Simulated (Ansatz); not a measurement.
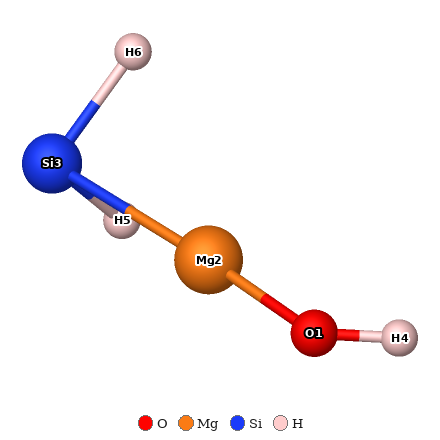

The system is H₃MgOSi, SMILES [OH][Mg][SiH2-], charge −1; the picture shows the reference structure. The first coordinate is: bond length O1–Mg2; the second: bond length O1–H4. Nothing is relaxed (all other coordinates rigid). The grid has 11 × 11 points. Points are written as (first, second). Energies: eV, counted from the relaxed molecule at the same level. All numbers below come from Ansatz 0.2.0, RKS PBE0-D4/def2-TZVPD.

Its coordinates:

| atom | x (Å) | y (Å) | z (Å) |
| --- | --- | --- | --- |
| O | -1.8649 | -1.4271 | -0.6465 |
| Mg | -0.6093 | -0.2662 | 0.0884 |
| Si | 1.0163 | 1.3594 | 1.2236 |
| H | -1.8371 | -1.9468 | -1.4469 |
| H | 1.1925 | 1.9924 | -0.1782 |
| H | 2.1025 | 0.2883 | 0.9595 |

Range: bond length O1–Mg2 from 1.563 to 2.420 Å; bond length O1–H4 from 0.840 to 1.193 Å.

**What will the energy surface look like?**

The lowest grid point is at (1.820 Å, 0.946 Å), 0.015 eV from the relaxed molecule at the same level. No other kind of well shows on this grid. The highest grid point, (1.563 Å, 1.193 Å), lies 2.03 eV above the lowest. Round the minimum the two coordinates are nearly uncoupled.

```
bond length O1–H4 ↓, bond length O1–Mg2 →  1.563  1.649  1.735  1.820  1.906  1.992  2.077  2.163  2.248  2.334  2.420
                                    1.193   2.04   1.42   1.08   0.95   0.95   1.02   1.15   1.31   1.48   1.66   1.84
                                    1.158   1.84   1.21   0.88   0.75   0.74   0.82   0.95   1.11   1.28   1.46   1.64
                                    1.123   1.64   1.01   0.68   0.55   0.55   0.63   0.76   0.92   1.09   1.27   1.45
                                    1.087   1.46   0.83   0.50   0.37   0.37   0.45   0.58   0.74   0.92   1.10   1.28
                                    1.052   1.31   0.68   0.35   0.22   0.22   0.30   0.43   0.60   0.77   0.96   1.14
                                    1.017   1.20   0.57   0.24   0.11   0.10   0.19   0.32   0.48   0.66   0.85   1.03
                                    0.981   1.12   0.49   0.16   0.03   0.03   0.11   0.25   0.41   0.59   0.78   0.96
                                    0.946   1.10   0.47   0.14   0.02   0.02   0.10   0.24   0.40   0.58   0.77   0.95
                                    0.911   1.16   0.53   0.20   0.07   0.07   0.16   0.29   0.46   0.64   0.83   1.01
                                    0.876   1.30   0.67   0.34   0.22   0.22   0.30   0.44   0.61   0.79   0.98   1.16
                                    0.840   1.57   0.94   0.61   0.49   0.49   0.57   0.71   0.88   1.06   1.25   1.44
```

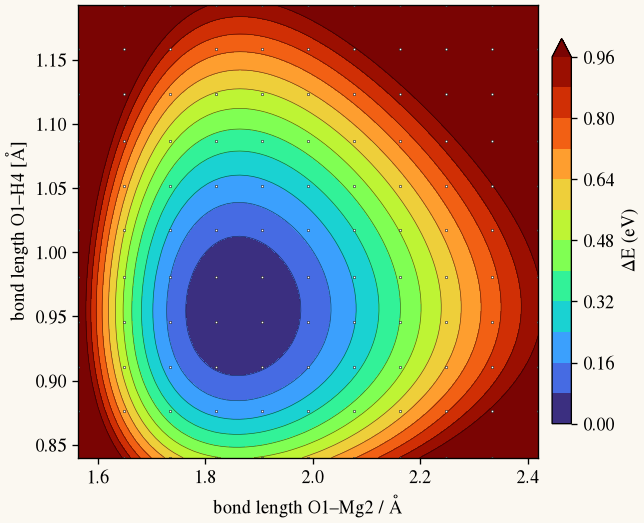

The picture shows filled contours, dots at the grid points, one colour for all values above the top of the scale. Between grid points the surface is interpolated.

Each point was launched as `ansatz run input.yaml --threads 1 --pin off --max-ram 2560MiB --backend cpu --events-out ev --progress --plain --runs-dir out`. The whole map (121 points run) took 11 min on 1 thread of Arm Neoverse V1, on a shared host.
